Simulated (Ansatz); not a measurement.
Geometry relaxation of CH10N2OSi2 (part 3 of 3)

The same run, continued: CH10N2OSi2; RKS PBE0/6-31G (Ansatz 0.2.0). It belongs to a series of runs on one base structure; here: start relaxed.

Geometry of the input (Å):
```
N  2.8560  -1.4797  1.3309
C  1.4287  -1.0081  1.4730
O  0.9832  -0.4488  0.2346
Si -0.4622  0.1358  0.1506
N  -0.7795  0.4351  -1.4979
Si -2.2647  1.2313  -1.7041
H  3.3607  -0.6239  0.9958
H  2.8632  -2.0632  0.5234
H  0.8222  -1.8554  1.7882
H  1.3833  -0.2631  2.3048
H  -1.4943  -0.9003  0.6585
H  -0.6013  1.3823  0.9569
H  -0.0780  1.0583  -1.8312
H  -3.3988  0.3797  -1.1899
H  -2.4154  1.4358  -3.1503
H  -2.2258  2.5616  -0.9989
```

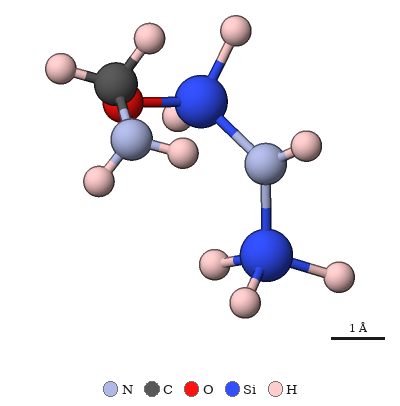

The geometry at step 31 of the log (ball-and-stick view, seen at a tilt).

Trajectory as extended XYZ, continued:
```
16
Properties=species:S:1:pos:R:3:forces:R:3 step=23 energy=-21965.00163
N     2.5737   -1.3957    0.4397   -0.1169   0.0170  -0.0530
C     1.6042   -1.1215    1.4349    0.0482   0.1642   0.0513
O     0.2223   -1.0143    0.9682    0.1482  -0.1856  -0.0878
Si   -0.8387    0.3326    0.8765   -0.2380   0.0656   0.0241
N    -0.8588    1.2974   -0.6030    0.0532  -0.0397  -0.0203
Si   -1.9131    1.0364   -2.0189    0.0276   0.0035   0.0471
H     2.7950   -0.6558   -0.2064    0.0030   0.1072  -0.0466
H     2.5215   -2.3011    0.0003   -0.0375  -0.0608   0.0099
H     1.5995   -1.9462    2.1480   -0.0395   0.0067   0.0850
H     1.8745   -0.1899    1.9511    0.0191  -0.0749   0.0476
H    -2.2023   -0.2779    0.9707    0.0540   0.0323   0.0328
H    -0.5019    1.2816    2.0092    0.0687  -0.0717  -0.0727
H    -0.1886    2.0530   -0.6738    0.0049   0.0434   0.0128
H    -2.9792    0.0697   -1.5973   -0.0071  -0.0100  -0.0048
H    -1.1871    0.4713   -3.2133    0.0075  -0.0019  -0.0100
H    -2.5436    2.3377   -2.4414    0.0046   0.0046  -0.0152
16
Properties=species:S:1:pos:R:3:forces:R:3 step=24 energy=-21965.01549
N     2.5561   -1.3598    0.4305   -0.0694   0.0517   0.0317
C     1.5871   -1.1192    1.4386   -0.0156   0.0177  -0.1136
O     0.2048   -1.0520    0.9551    0.0582  -0.0647   0.0291
Si   -0.8421    0.3149    0.8797    0.0231   0.0695   0.0518
N    -0.8490    1.2787   -0.6008   -0.0133  -0.0636  -0.0196
Si   -1.8946    1.0251   -2.0233   -0.0367   0.0359   0.0266
H     2.7417   -0.6067   -0.2158   -0.0201   0.0101   0.0304
H     2.5113   -2.2628   -0.0172   -0.0208  -0.0097   0.0135
H     1.5980   -1.9477    2.1496    0.0047   0.0111   0.0039
H     1.8324   -0.1881    1.9674    0.0009  -0.0277  -0.0051
H    -2.2197   -0.2529    1.0241    0.0661   0.0306   0.0045
H    -0.4080    1.2536    1.9888   -0.0344  -0.0551  -0.0595
H    -0.1768    2.0333   -0.6635    0.0150   0.0269   0.0218
H    -2.9731    0.0691   -1.6050    0.0177  -0.0202  -0.0143
H    -1.1690    0.4621   -3.2199    0.0043  -0.0083   0.0152
H    -2.5216    2.3299   -2.4440    0.0203  -0.0041  -0.0163
16
Properties=species:S:1:pos:R:3:forces:R:3 step=25 energy=-21965.02408
N     2.4818   -1.3083    0.3577   -0.1072   0.1054   0.1004
C     1.5725   -1.1187    1.4365    0.0027  -0.0720  -0.2054
O     0.1580   -1.0765    1.0439    0.1408  -0.0357   0.0670
Si   -0.8507    0.3175    0.9198    0.0196   0.0590   0.0317
N    -0.8160    1.2555   -0.5789   -0.0200  -0.0400   0.0169
Si   -1.8343    0.9902   -2.0194   -0.0037   0.0186   0.0131
H     2.6119   -0.5310   -0.2775   -0.0461  -0.0775   0.1168
H     2.4266   -2.1992   -0.1136   -0.0231   0.0130   0.0283
H     1.6471   -1.9626    2.1296   -0.0046   0.0620  -0.1057
H     1.8304   -0.1967    1.9742   -0.0047   0.0018  -0.0257
H    -2.2374   -0.2209    1.0645    0.0330   0.0138  -0.0023
H    -0.4104    1.2668    2.0148   -0.0244  -0.0244  -0.0531
H    -0.1525    2.0192   -0.6285    0.0096   0.0015   0.0139
H    -2.9198    0.0351   -1.6166    0.0157  -0.0076  -0.0111
H    -1.0817    0.4145   -3.1940   -0.0049  -0.0023   0.0207
H    -2.4480    2.2926   -2.4680    0.0173  -0.0157  -0.0056
16
Properties=species:S:1:pos:R:3:forces:R:3 step=26 energy=-21965.02855
N     2.3978   -1.2584    0.2749   -0.2401   0.1606   0.1949
C     1.5576   -1.1171    1.4233    0.0334  -0.1529  -0.2605
O     0.1122   -1.0833    1.1411    0.3096  -0.0402   0.0345
Si   -0.8661    0.3292    0.9733    0.0086   0.0763  -0.0154
N    -0.7905    1.2445   -0.5399   -0.0330  -0.0877  -0.0315
Si   -1.7613    0.9468   -2.0096    0.0354   0.0200   0.0306
H     2.4770   -0.4567   -0.3402   -0.0474  -0.1188   0.1608
H     2.3212   -2.1324   -0.2260   -0.0320   0.0285   0.0706
H     1.6934   -1.9831    2.0834   -0.0497   0.1428  -0.1756
H     1.8407   -0.2088    1.9726   -0.0011  -0.0138  -0.0548
H    -2.2587   -0.1932    1.1042    0.0133   0.0133   0.0125
H    -0.4308    1.3004    2.0484   -0.0172  -0.0257  -0.0225
H    -0.1299    2.0112   -0.5806   -0.0003   0.0109   0.0144
H    -2.8525   -0.0099   -1.6266    0.0094   0.0049  -0.0014
H    -0.9700    0.3491   -3.1492   -0.0065   0.0130   0.0383
H    -2.3626    2.2389   -2.5048    0.0177  -0.0311   0.0051
16
Properties=species:S:1:pos:R:3:forces:R:3 step=27 energy=-21965.03052
N     2.3562   -1.2173    0.2489   -0.1004   0.1874   0.0315
C     1.5267   -1.1178    1.4078    0.4285  -0.2427  -0.0588
O     0.1044   -1.1034    1.1410   -0.4123   0.1445  -0.0375
Si   -0.8536    0.3308    0.9956   -0.0744   0.0018  -0.0860
N    -0.7757    1.2341   -0.5246   -0.0114  -0.0481   0.0045
Si   -1.7282    0.9212   -2.0029    0.0571   0.0001   0.0155
H     2.3984   -0.3980   -0.3504   -0.0212  -0.2087   0.1823
H     2.2768   -2.0807   -0.2716   -0.0079   0.0597   0.0600
H     1.6837   -1.9969    2.0459    0.0414   0.1618  -0.1442
H     1.7992   -0.2159    1.9730    0.0820  -0.0189  -0.0134
H    -2.2548   -0.1590    1.1577    0.0226  -0.0047   0.0058
H    -0.3826    1.2958    2.0594    0.0074  -0.0341  -0.0153
H    -0.1168    2.0029   -0.5628   -0.0125   0.0042  -0.0018
H    -2.8196   -0.0383   -1.6267    0.0042   0.0192   0.0030
H    -0.9162    0.3126   -3.1222   -0.0126   0.0151   0.0351
H    -2.3207    2.2073   -2.5238    0.0096  -0.0365   0.0193
16
Properties=species:S:1:pos:R:3:forces:R:3 step=28 energy=-21965.04037
N     2.3142   -1.2069    0.2117   -0.1375   0.0287   0.0826
C     1.5336   -1.1187    1.4021    0.2774  -0.0549  -0.0837
O     0.0920   -1.0750    1.2024   -0.0693  -0.0356  -0.0388
Si   -0.8692    0.3468    1.0166   -0.0148   0.0366  -0.0212
N    -0.7661    1.2358   -0.5102   -0.0418  -0.0527  -0.0252
Si   -1.6918    0.8971   -2.0012    0.0622   0.0380   0.0699
H     2.3484   -0.3811   -0.3687    0.0021   0.0062   0.0210
H     2.2106   -2.0584   -0.3221   -0.0142   0.0244   0.0582
H     1.7112   -2.0106    2.0094   -0.0557   0.0704  -0.0388
H     1.8507   -0.2330    1.9720   -0.0090  -0.0457  -0.0304
H    -2.2654   -0.1621    1.1536    0.0020   0.0061   0.0058
H    -0.4333    1.3226    2.0842   -0.0052   0.0086  -0.0209
H    -0.1243    2.0189   -0.5415    0.0004   0.0017   0.0043
H    -2.7918   -0.0508   -1.6238    0.0135  -0.0197  -0.0127
H    -0.8558    0.2796   -3.0977   -0.0320   0.0074   0.0340
H    -2.2857    2.1731   -2.5424    0.0219  -0.0195  -0.0043
16
Properties=species:S:1:pos:R:3:forces:R:3 step=29 energy=-21965.04460
N     2.2667   -1.1808    0.1696   -0.1242  -0.0177   0.1040
C     1.5282   -1.1206    1.3866    0.1301   0.0294  -0.1203
O     0.0743   -1.0656    1.2336    0.0832  -0.0569   0.0110
Si   -0.8807    0.3598    1.0458    0.0413   0.0344   0.0020
N    -0.7617    1.2398   -0.4836   -0.0454  -0.0369  -0.0792
Si   -1.6510    0.8725   -1.9889    0.0724  -0.0084   0.0362
H     2.2873   -0.3408   -0.3890    0.0044   0.0264  -0.0024
H     2.1415   -2.0188   -0.3803   -0.0064   0.0236   0.0392
H     1.7177   -2.0267    1.9654   -0.0631   0.0208  -0.0158
H     1.8704   -0.2520    1.9685   -0.0558  -0.0412  -0.0398
H    -2.2785   -0.1430    1.1846   -0.0032   0.0059   0.0076
H    -0.4420    1.3468    2.1012   -0.0132   0.0022   0.0040
H    -0.1264    2.0284   -0.5104   -0.0143   0.0006   0.0096
H    -2.7425   -0.0928   -1.6309   -0.0153   0.0230   0.0148
H    -0.7934    0.2362   -3.0557    0.0127   0.0157   0.0129
H    -2.2327    2.1351   -2.5721   -0.0033  -0.0209   0.0162
16
Properties=species:S:1:pos:R:3:forces:R:3 step=30 energy=-21965.04841
N     2.1826   -1.1364    0.0964   -0.1304  -0.0056   0.1374
C     1.5119   -1.1223    1.3549   -0.0191   0.0651  -0.1816
O     0.0447   -1.0570    1.2787    0.2313  -0.0549   0.0467
Si   -0.8916    0.3820    1.0944    0.0407  -0.0065   0.0134
N    -0.7515    1.2430   -0.4428    0.0057   0.0125  -0.1298
Si   -1.5672    0.8151   -1.9743    0.0150   0.0611   0.0829
H     2.1786   -0.2724   -0.4282   -0.0004  -0.0520   0.0382
H     2.0218   -1.9523   -0.4789    0.0061   0.0679   0.0635
H     1.7216   -2.0499    1.8909   -0.0590   0.0190  -0.0397
H     1.8854   -0.2776    1.9533   -0.0657  -0.0497  -0.0746
H    -2.2944   -0.1025    1.2454   -0.0104  -0.0047   0.0086
H    -0.4470    1.3777    2.1379   -0.0058   0.0070   0.0111
H    -0.1435    2.0542   -0.4575   -0.0422  -0.0293  -0.0016
H    -2.6684   -0.1442   -1.6278    0.0216  -0.0158  -0.0066
H    -0.6529    0.1687   -2.9883   -0.0151   0.0092   0.0329
H    -2.1530    2.0511   -2.6094    0.0277  -0.0230  -0.0006
16
Properties=species:S:1:pos:R:3:forces:R:3 step=31 energy=-21965.05137
N     2.1553   -1.1267    0.0742   -0.1165   0.0152   0.1011
C     1.5024   -1.1199    1.3405    0.0012   0.0066  -0.1215
O     0.0364   -1.0579    1.2882    0.1542  -0.0204   0.0165
Si   -0.8915    0.3880    1.1091    0.0117  -0.0278   0.0107
N    -0.7477    1.2461   -0.4301   -0.0149   0.0420  -0.0900
Si   -1.5442    0.8029   -1.9667    0.0760   0.0137   0.0616
H     2.1411   -0.2598   -0.4453    0.0043  -0.0450   0.0278
H     1.9852   -1.9386   -0.5034    0.0101   0.0466   0.0501
H     1.7202   -2.0506    1.8685   -0.0408   0.0374  -0.0324
H     1.8798   -0.2766    1.9370   -0.0300  -0.0396  -0.0527
H    -2.2959   -0.0903    1.2690   -0.0083  -0.0020   0.0035
H    -0.4410    1.3803    2.1534   -0.0017   0.0121  -0.0009
H    -0.1580    2.0708   -0.4381   -0.0326  -0.0374  -0.0071
H    -2.6336   -0.1725   -1.6282    0.0000   0.0103  -0.0053
H    -0.6078    0.1527   -2.9585   -0.0211   0.0178   0.0213
H    -2.1235    2.0296   -2.6252    0.0084  -0.0294   0.0171
16
Properties=species:S:1:pos:R:3:forces:R:3 step=32 energy=-21965.05468
N     2.0998   -1.1113    0.0310   -0.0551   0.0218  -0.0275
C     1.4868   -1.1125    1.3119    0.0064  -0.0483   0.0137
O     0.0231   -1.0553    1.3076    0.0181   0.0277  -0.0172
Si   -0.8976    0.3975    1.1394   -0.0099  -0.0166   0.0207
N    -0.7473    1.2573   -0.3991    0.0013  -0.0033  -0.0828
Si   -1.4882    0.7754   -1.9507    0.0396   0.0232   0.0333
H     2.0648   -0.2434   -0.4843    0.0149  -0.0104   0.0037
H     1.9167   -1.9207   -0.5439    0.0140   0.0006   0.0129
H     1.7207   -2.0456    1.8275   -0.0096   0.0334  -0.0024
H     1.8772   -0.2708    1.8987    0.0102  -0.0088   0.0006
H    -2.3037   -0.0746    1.3110    0.0056   0.0036  -0.0010
H    -0.4370    1.3910    2.1786   -0.0079   0.0008   0.0016
H    -0.1803    2.0975   -0.3975   -0.0342  -0.0314  -0.0062
H    -2.5712   -0.2148   -1.6350    0.0072   0.0063   0.0084
H    -0.5141    0.1274   -2.9076   -0.0140   0.0221   0.0300
H    -2.0724    1.9803   -2.6431    0.0135  -0.0206   0.0124
16
Properties=species:S:1:pos:R:3:forces:R:3 step=33 energy=-21965.05713
N     2.0283   -1.0991   -0.0277   -0.0385   0.0025  -0.0029
C     1.4723   -1.1034    1.2787   -0.0062  -0.0260  -0.0084
O     0.0088   -1.0440    1.3392    0.0256   0.0387  -0.0253
Si   -0.9083    0.4117    1.1758   -0.0105  -0.0132   0.0120
N    -0.7431    1.2668   -0.3651    0.0032   0.0295  -0.0504
Si   -1.4210    0.7432   -1.9310    0.0628   0.0234   0.0396
H     1.9741   -0.2315   -0.5409    0.0067   0.0082   0.0081
H     1.8293   -1.9093   -0.5953    0.0064  -0.0148   0.0082
H     1.7256   -2.0369    1.7826    0.0010   0.0077  -0.0008
H     1.8890   -0.2644    1.8503    0.0115   0.0033   0.0016
H    -2.3148   -0.0597    1.3494    0.0032   0.0021   0.0014
H    -0.4549    1.4100    2.2136   -0.0097  -0.0011  -0.0019
H    -0.2165    2.1333   -0.3500   -0.0372  -0.0643  -0.0134
H    -2.4892   -0.2682   -1.6318    0.0105   0.0045  -0.0062
H    -0.3949    0.1055   -2.8412   -0.0358   0.0198   0.0288
H    -2.0073    1.9233   -2.6622    0.0070  -0.0202   0.0095
16
Properties=species:S:1:pos:R:3:forces:R:3 step=34 energy=-21965.05804
N     1.9372   -1.0930   -0.1034   -0.0466  -0.0160   0.0817
C     1.4576   -1.0872    1.2350   -0.0505   0.0192  -0.0709
O    -0.0044   -1.0238    1.3786    0.1333   0.0330  -0.0339
Si   -0.9257    0.4301    1.2236   -0.0197  -0.0144   0.0157
N    -0.7434    1.2831   -0.3176    0.0323   0.0620  -0.0778
Si   -1.3332    0.7093   -1.9028    0.0600   0.0207   0.0414
H     1.8591   -0.2301   -0.6215   -0.0003  -0.0011   0.0326
H     1.7171   -1.9106   -0.6525    0.0011  -0.0022   0.0245
H     1.7360   -2.0173    1.7318   -0.0051   0.0013  -0.0187
H     1.9094   -0.2458    1.7777   -0.0195  -0.0170  -0.0318
H    -2.3303   -0.0482    1.3959   -0.0003   0.0005  -0.0011
H    -0.4934    1.4347    2.2643   -0.0029  -0.0025  -0.0083
H    -0.2558    2.1733   -0.2879   -0.0728  -0.1236  -0.0334
H    -2.3778   -0.3370   -1.6371    0.0217   0.0217   0.0052
H    -0.2470    0.0860   -2.7562   -0.0538   0.0486   0.0520
H    -1.9281    1.8541   -2.6834    0.0230  -0.0302   0.0226
16
Properties=species:S:1:pos:R:3:forces:R:3 step=35 energy=-21965.05946
N     1.9517   -1.1058   -0.0922   -0.0270  -0.0001  -0.0030
C     1.4632   -1.0864    1.2404   -0.0462   0.0001  -0.0020
O     0.0019   -1.0229    1.3723    0.0706   0.0307  -0.0243
Si   -0.9260    0.4263    1.2158    0.0002  -0.0110   0.0111
N    -0.7472    1.2814   -0.3243    0.0274   0.0478  -0.0185
Si   -1.3468    0.7180   -1.9058    0.0446   0.0254   0.0065
H     1.8775   -0.2468   -0.6177    0.0031  -0.0120   0.0201
H     1.7324   -1.9281   -0.6347    0.0055   0.0049   0.0164
H     1.7385   -2.0122    1.7473   -0.0030   0.0122  -0.0063
H     1.9100   -0.2390    1.7770   -0.0074  -0.0151  -0.0159
H    -2.3294   -0.0566    1.3846    0.0018  -0.0020   0.0008
H    -0.4965    1.4320    2.2563   -0.0054  -0.0018  -0.0012
H    -0.2559    2.1684   -0.2966   -0.0434  -0.0768  -0.0152
H    -2.3909   -0.3267   -1.6352    0.0186   0.0077  -0.0112
H    -0.2630    0.1068   -2.7676   -0.0456   0.0155   0.0298
H    -1.9423    1.8691   -2.6753    0.0062  -0.0253   0.0129
16
Properties=species:S:1:pos:R:3:forces:R:3 step=36 energy=-21965.06052
N     1.9424   -1.1239   -0.1003   -0.0055   0.0005  -0.0455
C     1.4653   -1.0791    1.2342   -0.0204  -0.0064   0.0384
O     0.0078   -1.0145    1.3756   -0.0066   0.0276  -0.0113
Si   -0.9304    0.4277    1.2208    0.0036  -0.0201   0.0030
N    -0.7493    1.2865   -0.3167    0.0073   0.0169   0.0076
Si   -1.3357    0.7255   -1.9012    0.0011  -0.0221  -0.0131
H     1.8658   -0.2743   -0.6403    0.0034  -0.0159   0.0092
H     1.7193   -1.9567   -0.6249    0.0064   0.0124   0.0096
H     1.7448   -1.9951    1.7564    0.0079   0.0146  -0.0021
H     1.9156   -0.2214    1.7504    0.0061  -0.0128  -0.0060
H    -2.3307   -0.0671    1.3814    0.0025   0.0010   0.0022
H    -0.5152    1.4346    2.2655   -0.0036  -0.0006  -0.0003
H    -0.2659    2.1758   -0.2856   -0.0022  -0.0092   0.0004
H    -2.3647   -0.3357   -1.6419   -0.0016   0.0049   0.0006
H    -0.2466    0.1260   -2.7600   -0.0044   0.0156   0.0025
H    -1.9451    1.8691   -2.6689    0.0061  -0.0064   0.0049
16
Properties=species:S:1:pos:R:3:forces:R:3 step=37 energy=-21965.06107
N     1.9061   -1.1445   -0.1298   -0.0104  -0.0159  -0.0115
C     1.4634   -1.0655    1.2160    0.0108   0.0107   0.0139
O     0.0108   -0.9994    1.3917   -0.0165   0.0108   0.0009
Si   -0.9412    0.4329    1.2392    0.0108  -0.0047  -0.0008
N    -0.7528    1.2945   -0.2961   -0.0071  -0.0292   0.0171
Si   -1.3003    0.7193   -1.8887   -0.0162   0.0147  -0.0195
H     1.8187   -0.3087   -0.6892    0.0014  -0.0216   0.0133
H     1.6739   -1.9920   -0.6269    0.0071   0.0342   0.0173
H     1.7579   -1.9672    1.7551    0.0081   0.0148  -0.0135
H     1.9276   -0.1946    1.6981   -0.0103  -0.0260  -0.0176
H    -2.3372   -0.0764    1.3926    0.0028   0.0012  -0.0006
H    -0.5475    1.4444    2.2878   -0.0016  -0.0030  -0.0004
H    -0.2865    2.1916   -0.2586    0.0116   0.0237   0.0025
H    -2.3109   -0.3642   -1.6483    0.0181  -0.0007  -0.0018
H    -0.1819    0.1581   -2.7342    0.0018  -0.0162   0.0048
H    -1.9228    1.8490   -2.6644   -0.0104   0.0072  -0.0040
16
Properties=species:S:1:pos:R:3:forces:R:3 step=38 energy=-21965.06127
N     1.8960   -1.1526   -0.1371   -0.0095  -0.0118   0.0052
C     1.4627   -1.0619    1.2113    0.0179   0.0131  -0.0020
O     0.0112   -0.9954    1.3962   -0.0017  -0.0002   0.0033
Si   -0.9440    0.4341    1.2429    0.0080   0.0018  -0.0020
N    -0.7526    1.2975   -0.2911   -0.0100  -0.0077   0.0087
Si   -1.2916    0.7223   -1.8870    0.0022  -0.0119   0.0061
H     1.8056   -0.3217   -0.7029   -0.0002  -0.0113   0.0071
H     1.6608   -2.0041   -0.6251    0.0034   0.0212   0.0098
H     1.7633   -1.9580    1.7558   -0.0022   0.0081  -0.0082
H     1.9305   -0.1867    1.6814   -0.0141  -0.0181  -0.0117
H    -2.3391   -0.0786    1.3931    0.0009  -0.0006  -0.0020
H    -0.5576    1.4460    2.2935    0.0005  -0.0013  -0.0007
H    -0.2920    2.1977   -0.2504    0.0089   0.0118   0.0038
H    -2.2876   -0.3748   -1.6486    0.0012   0.0060  -0.0047
H    -0.1647    0.1665   -2.7253   -0.0020   0.0032  -0.0078
H    -1.9239    1.8471   -2.6623   -0.0033  -0.0022  -0.0050
16
Properties=species:S:1:pos:R:3:forces:R:3 step=39 energy=-21965.06135
N     1.8966   -1.1553   -0.1352   -0.0040  -0.0028   0.0006
C     1.4632   -1.0617    1.2124    0.0148   0.0056   0.0014
O     0.0118   -0.9955    1.3968   -0.0044  -0.0025   0.0026
Si   -0.9433    0.4339    1.2424   -0.0006  -0.0016   0.0003
N    -0.7520    1.2978   -0.2911   -0.0020  -0.0005  -0.0031
Si   -1.2921    0.7243   -1.8875   -0.0049  -0.0085  -0.0012
H     1.8062   -0.3257   -0.7025    0.0003  -0.0021  -0.0003
H     1.6608   -2.0072   -0.6214    0.0010   0.0041   0.0009
H     1.7646   -1.9563    1.7587   -0.0033   0.0035  -0.0010
H     1.9300   -0.1853    1.6801   -0.0052  -0.0065  -0.0025
H    -2.3383   -0.0795    1.3909    0.0001   0.0004  -0.0002
H    -0.5576    1.4453    2.2937    0.0005   0.0002  -0.0011
H    -0.2902    2.1977   -0.2499    0.0046   0.0040   0.0021
H    -2.2853   -0.3753   -1.6507   -0.0001   0.0011   0.0016
H    -0.1670    0.1729   -2.7311    0.0035   0.0038  -0.0008
H    -1.9303    1.8471   -2.6613    0.0000   0.0017   0.0008
```

Results in brief:

| quantity | value |
| --- | --- |
| outcome | converged |
| total energy | −21965.0614 eV |
| mean-field energy | −21965.0614 eV |
| largest force (length of the vector) at the end | 0.016 eV/Å |
| hardware | 1 thread of Arm Neoverse V2, 24 GiB of memory available, shared host |
| wall time | 3 min |
| peak memory | 0.18 GiB |
